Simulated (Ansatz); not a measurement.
Molecule (SMILES): [SeH2] (H2Se).
Geometry (B3LYP-D3(BJ)/def2-TZVP, fixed):
```xyz
3

Se    -0.0012     0.0571     0.0009
H     -1.0300    -0.9935    -0.0128
H      1.0722    -0.9476    -0.0191
```

Basis-set convergence of the dipole moment at HF with Ansatz (an electronic-structure program). Dipoles come from the density behind the forces; the sign is taken along the dipole that this method gives in the largest set. Cartesian d functions, on some or all atoms, in 6-31G*; all else is spherical. The program fits the integrals of some runs and decomposes those of others, by size. No added dispersion term, no relativity. Reference: the value in aug-pcseg-3, 0.780 D, itself unsure by roughly 0.003 D (its mean distance from aug-cc-pVQZ, def2-QZVPPD). Deviations are taken from unrounded values.

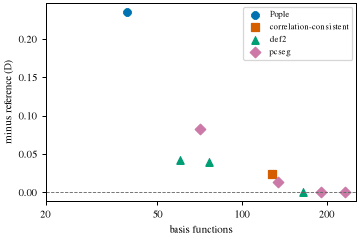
Deviation from the reference against the number of basis functions, by family of sets.

```tsv
basis	functions	dipole moment (D)	minus reference (D)
6-31G*	39	1.015	0.235
def2-TZVP	60	0.822	0.042
pcseg-2	71	0.863	0.083
def2-TZVPP	76	0.820	0.039
cc-pVQZ	128	0.804	0.023
pcseg-3	134	0.794	0.014
def2-QZVPPD	164	0.781	0.001
aug-pcseg-3	191	0.780	0.000
pcseg-4	233	0.781	0.000
```
